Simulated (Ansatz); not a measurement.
# A correction line for HF/def2-SVP: atomisation energy

The atomisation energy (no zero-point term) in kJ/mol of 8 Al-containing radicals: x at HF/def2-SVP, y at CCSD(T)/CBS estimate. Shapes, held fixed at every level: PBE0-D4/def2-TZVP. Flexible molecules stand in one conformer, not always the lowest. Programs: Ansatz 0.2.0.

```
                      molecule  x (kJ/mol)  y (kJ/mol)
         AlS (SMILES [Al]=[S])         236         408
        AlHF (SMILES [F][AlH])         621         832
   AlCl2 (SMILES [Cl][Al][Cl])         635         808
                       Al(SH)2         947           ?
                      AlH(NH2)         955        1393
                  Al(CH3)(NH2)        1940        2667
 CH4AlO2 (SMILES C[O][Al][OH])        2115        2971
C3H4Al (SMILES C#[C][Al][CH3])        2330        3077
```

Task: Fit y = c + s·x to the known rows and predict y for Al(SH)2.

Result: 
1. Means of the 7 rows: x = 1261.71, y = 1736.6.
2. Σ(Δx)² = 4278851, Σ(Δx·Δy) = 5746011, so the slope is 5746011/4278851 = 1.3429.
3. Intercept: 1736.6 − (1.3429) × 1261.71 = 42.2. The largest residual of the fit is 94.
4. Al(SH)2: 42.2 + 1.3429 × 947 = 1314 kJ/mol.

CCSD(T)/CBS estimate gives 1352 kJ/mol, so the prediction is off by -38 kJ/mol, within the largest residual. Uncorrected, HF/def2-SVP misses Al(SH)2 by -405 kJ/mol, and the other rows by 475 on average. The line removes about 90 % of this miss. Hartree–Fock lacks correlation, which doesn't scale simply with the atomisation energy. Left out in turn, the other rows are missed by 93 kJ/mol on average. Open shells run unrestricted. The CBS estimate extrapolates MP2 from def2-TZVPP and def2-QZVPP and adds CCSD(T) − MP2 in the triple-zeta set, cores frozen.

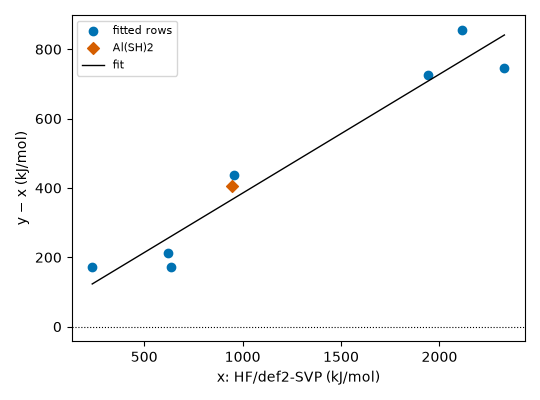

The correction y − x against x, with the fitted line and the withheld molecule.
